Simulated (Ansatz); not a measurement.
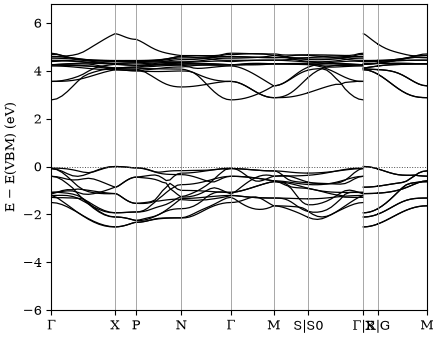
Band structure from the program Ansatz at the r²SCAN level (PAW)

Question: Read off the gap and where the band edges lie.

Answer: About 2.8 eV (2.79 eV by a search for the band edges); maximum at X, minimum at Γ.

The material is NaLaS$_{2}$ in space group I4_1/amd (No. 141; Na on 4a, La on 4b, S on 8e).

The workflow started from a Materials Project entry (that database holds measured and hypothetical structures alike); the Crystallography Open Database copy checked does not list it. Whether it is the stable phase at ambient conditions was not checked. The cell was relaxed with r²SCAN under the symmetry of its start; its stability against distortions is not shown here. Spin–orbit coupling is left out wherever it is not named.

Potentials: the later of the program's two PAW sets.
